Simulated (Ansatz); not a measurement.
**BHLYP/def2-TZVPP run of GeH4 (germane)**

What is the vertical ionisation energy of GeH4 (germane) at BHLYP/def2-TZVPP? 

The calculation is run with Ansatz 0.2.0.

## Step 1: The system as given

The species is GeH4 (5 atoms), typed as a singlet with charge 0. SMILES: `[GeH4]`. Geometry: relaxed at PBE0-D4/def2-TZVP.

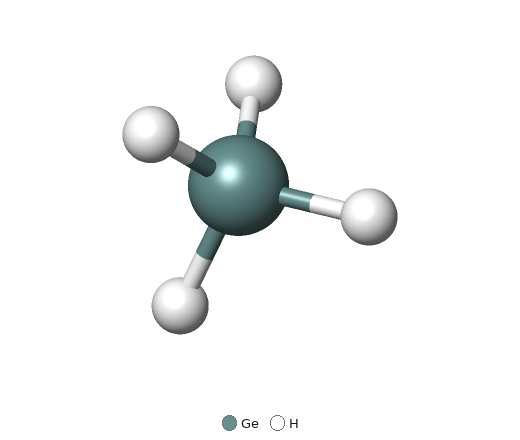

Viewed from a chosen angle; germanium teal, hydrogen white.

## Step 2: Energy and forces at BHLYP/def2-TZVPP

Contents of run.yaml:

```yaml
crystal:
  periodic: [false, false, false]
  atoms:
    - {symbol: Ge, position_ang: [0.000100, 0.000100, -0.000000]}
    - {symbol: H, position_ang: [1.148100, -0.756300, 0.680600]}
    - {symbol: H, position_ang: [-1.238800, -0.030000, 0.904200]}
    - {symbol: H, position_ang: [-0.329200, -0.669100, -1.340600]}
    - {symbol: H, position_ang: [0.419800, 1.455400, -0.244100]}
basis:
  gaussian: {orbitals: def2-TZVPP}
magnetization: {spin_polarized: false}
hamiltonian: {xc: {name: BHLYP}}
output: {forces: true, orbitals: {seedname: orbitals}}
```

Run with:

```sh
$ ansatz run run.yaml --threads 1 --pin off --max-ram 2610MiB --events-out events.jsonl --progress --plain --runs-dir runs
```

The log of the run:

```text
Warning: RAYON_NUM_THREADS=1 ignored (pool sized by the plan → 1); use --threads N
Functional definition: BHLYP
  name "BHLYP"
  parameter a = 0.5
  exchange = (1 - a)*b88_x + a*exact_x
  correlation = lyp_c
696 factors; their error is unknown
mean field evaluation 1: about -56581.7161 eV, gradient 1.1e1 eV
mean field evaluation 2: about -56581.8148 eV, gradient 8.5e0 eV
mean field evaluation 4: about -56581.8547 eV, gradient 2.4e-1 eV
mean field evaluation 8: about -56582.4136 eV, gradient 6.7e-4 eV
mean field -56582.41364472 eV, -2079.3653485059 hartree, gradient 7.9e-5 eV, S^2 0.000000; 0 other end points of the search recorded, 0 dependent functions left out
the calculation of the forces begins
reference -56582.41378495 eV, -2079.3653536593 hartree; 18, 18 occupied and 86, 86 virtual orbitals, 696 factors
Total energy: -56582.41378495 eV, -2079.3653536593 hartree
Atom 0 at     0.000100     0.000100    -0.000000 Å, force    -0.001199     0.000279    -0.000641 eV/Å
Atom 1 at     1.148100    -0.756300     0.680600 Å, force    -0.097620     0.065301    -0.058319 eV/Å
Atom 2 at    -1.238800    -0.030000     0.904200 Å, force     0.106177     0.002968    -0.077419 eV/Å
Atom 3 at    -0.329200    -0.669100    -1.340600 Å, force     0.028702     0.058158     0.115239 eV/Å
Atom 4 at     0.419800     1.455400    -0.244100 Å, force    -0.036060    -0.126707     0.021140 eV/Å
Dipole moment:     0.000102     0.000071    -0.000013 e Å
```

Wall time 1.6 s (1 thread of Arm Neoverse V1, shared host).

## Step 3: The doublet cation

run.yaml: that of step 2 with these lines changed.

```diff
@@ -1 +1,3 @@
+basis:
+  gaussian: {orbitals: def2-TZVPP}
 crystal:
@@ -8,5 +10,4 @@
     - {symbol: H, position_ang: [0.419800, 1.455400, -0.244100]}
-basis:
-  gaussian: {orbitals: def2-TZVPP}
-magnetization: {spin_polarized: false}
+total_charge: 1
+magnetization: {spin_polarized: true, initial_magnetization: 1}
 hamiltonian: {xc: {name: BHLYP}}
```

Run with:

```sh
$ ansatz run run.yaml --threads 1 --pin off --max-ram 2610MiB --events-out events.jsonl --progress --plain --runs-dir runs
```

The log of the run (excerpt; [...] marks lines left out):

```text
Warning: RAYON_NUM_THREADS=1 ignored (pool sized by the plan → 1); use --threads N
[... 2 set-up lines as earlier in the session ...]
[...]
696 factors; their error is unknown
[...]
mean field -56570.07573869 eV, -2078.9119388225 hartree, gradient 5.6e-6 eV, S^2 0.776109; 8 other end points of the search recorded, 0 dependent functions left out
[...]
reference -56570.07586845 eV, -2078.9119435909 hartree; 18, 17 occupied and 86, 87 virtual orbitals, 696 factors
Total energy: -56570.07586845 eV, -2078.9119435909 hartree
Atom 0 at     0.000100     0.000100    -0.000000 Å, force     4.221304     1.879310     1.165178 eV/Å
Atom 1 at     1.148100    -0.756300     0.680600 Å, force    -0.373515     0.015398    -0.154948 eV/Å
Atom 2 at    -1.238800    -0.030000     0.904200 Å, force    -2.071921    -0.597485     0.200993 eV/Å
Atom 3 at    -0.329200    -0.669100    -1.340600 Å, force    -1.505132    -0.994215    -1.190202 eV/Å
Atom 4 at     0.419800     1.455400    -0.244100 Å, force    -0.270736    -0.303007    -0.021022 eV/Å
Dipole moment:    -0.272272    -0.121133    -0.075233 e Å
```

Wall time 29 s (1 thread of Arm Neoverse V1, shared host); peak memory 0.26 GiB.

## Step 4: What came out

At BHLYP/def2-TZVPP:

| quantity | value |
| --- | --- |
| singlet GeH4: total energy | -2079.36535 Eh |
| singlet GeH4: dipole moment | 0.00 D |
| singlet GeH4: HOMO energy | -10.89 eV |
| singlet GeH4: LUMO energy | 1.81 eV |
| singlet GeH4: HOMO–LUMO gap | 12.70 eV |
| singlet GeH4: largest force on an atom | 0.133 eV/Å |
| doublet cation: total energy | -2078.91194 Eh |
| doublet cation: HOMO energy (highest over α and β) | -17.60 eV |
| doublet cation: LUMO energy (lowest over α and β) | -13.81 eV |
| doublet cation: ⟨S²⟩ | 0.776 |
| doublet cation: largest force on an atom | 4.765 eV/Å |
| vertical ionisation energy (to the doublet cation) | 12.338 eV |

What this shows: Removing an electron at fixed nuclei costs 12.34 eV (285 kcal/mol). −ε(HOMO) before ionisation, 10.89 eV, is 1.44 eV below this ionisation energy. Mulliken charges (doublet cation) run from +0.11 on H2 to +0.31 on Ge1.
